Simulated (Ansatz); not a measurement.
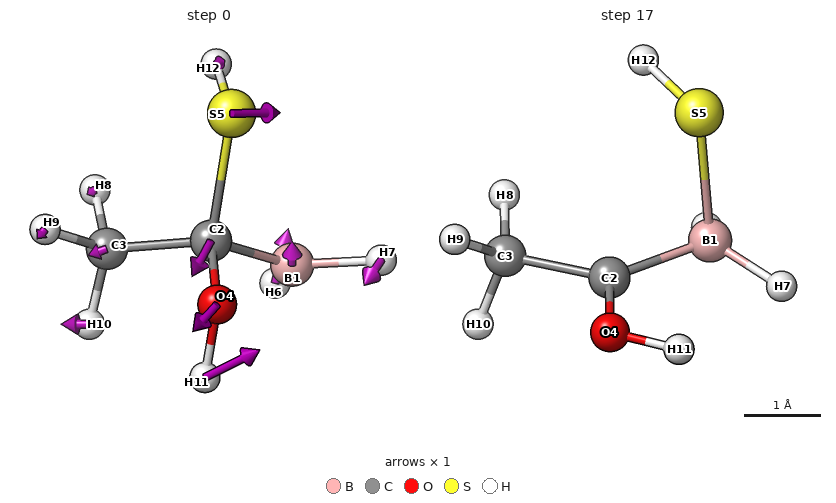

The structure of C₂H₇BOS before (left) and after (right) a relaxation, at one scale. The purple arrows give the displacements, at their true length.

Style: ball-and-stick. Shown from a free direction.

The run prepares an end point of a later path (hydrogen shift) calculation, from a guessed geometry.

Method: Ansatz 0.2.0, RKS BHLYP/6-31G*. Set-up: no spin polarisation; force threshold 0.02 eV/Å; at most 50 steps.

### What changed between the two?

After 16 accepted moves (17 points after the start) the energy has fallen by 34.2 kcal/mol. Largest force component: 2.9 eV/Å at the start, 0.018 eV/Å at the end. The line search rejected the trial step at point 11 of the run. The largest move after the best rigid fit is that of H11, 0.92 Å. By element the largest moves are H 0.92 Å, S 0.83 Å, C 0.58 Å, O 0.55 Å, B 0.38 Å. Some distances before and after: B1–S5 2.754 → 1.968 Å, C2–S5 1.828 → 2.507 Å, O4–S5 2.578 → 3.226 Å, C3–S5 2.751 → 3.288 Å. New bonds form: B1–S5 (2.75 → 1.97 Å). Bonds break: C2–S5 (1.83 → 2.51 Å). Bond angles that change, for instance: B1–C2–C3 109.6° → 126.6°, C2–B1–H7 120.3° → 111.0°, C2–B1–H6 124.8° → 115.5°. Cost: 48 s on 2 threads of Intel(R) Xeon(R) Platinum 8488C (Sapphire Rapids), on a shared host, peak memory 0.22 GiB.
